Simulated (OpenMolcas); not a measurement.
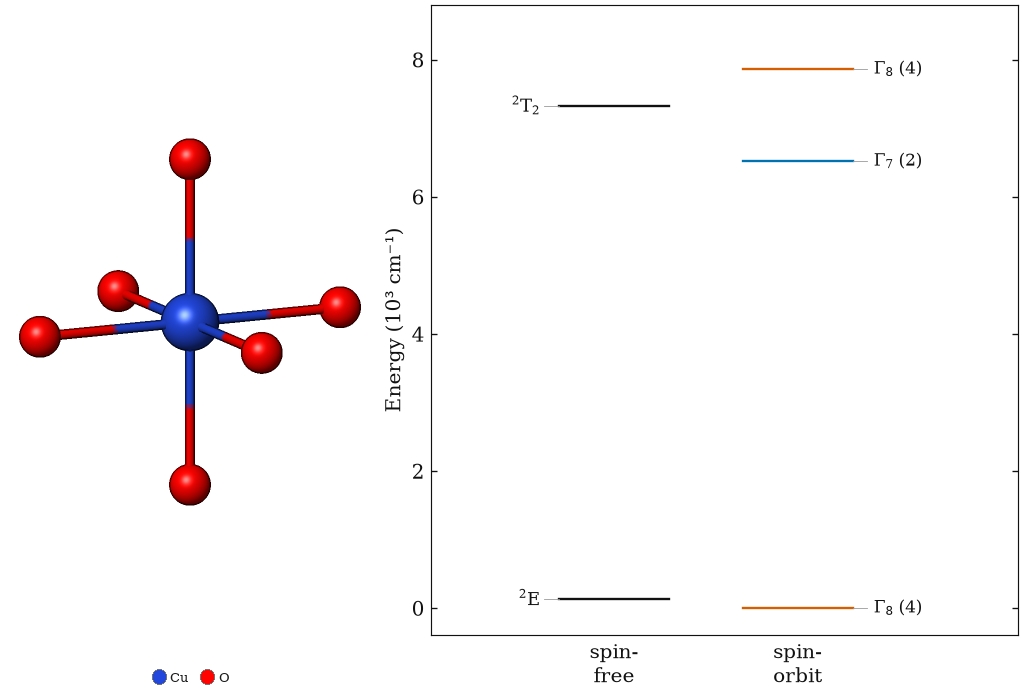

Cu²⁺ (3d⁹) as a dopant in MgO, a cluster with its 6 nearest O²⁻ at 2.108 Å (octahedron) embedded in model potentials and point charges; the geometry was set, not optimised, and its levels. Labels give the representation in O, Td, D4 or D3 as the site allows (double group for half-integer spin) where it could be assigned and, in brackets, the degeneracy; spin-free states, where drawn, share the zero of the spin-orbit levels. Computed with OpenMolcas: state-averaged CASSCF, active space 9 electrons in the shell 3d, basis ANO-RCC-VDZP on all atoms, DKH2 scalar Hamiltonian, spin-orbit coupling by RASSI with atomic mean-field integrals.

Question: What does the figure show?

Answer: The ground level is Γ₈, 4-fold degenerate, 100 % from states of spin multiplicity 2. The next level lies at 6,520 cm⁻¹ (Γ₇). The lowest spin-free state is ²E, from the free-ion D term; of the same spin there follows at 7,200 cm⁻¹ (²T₂) above it. A ligand-field fit to the spin-free states gives |10Dq| = 7,200 cm⁻¹. The active orbitals hold 93 to 98 % metal character (Löwdin), and the Mulliken charge of the metal is +1.13.

Known limits: orbital doublet at a regular site, Jahn-Teller distortion not allowed for; the geometry is set by hand, with no relaxation and no charge compensation.
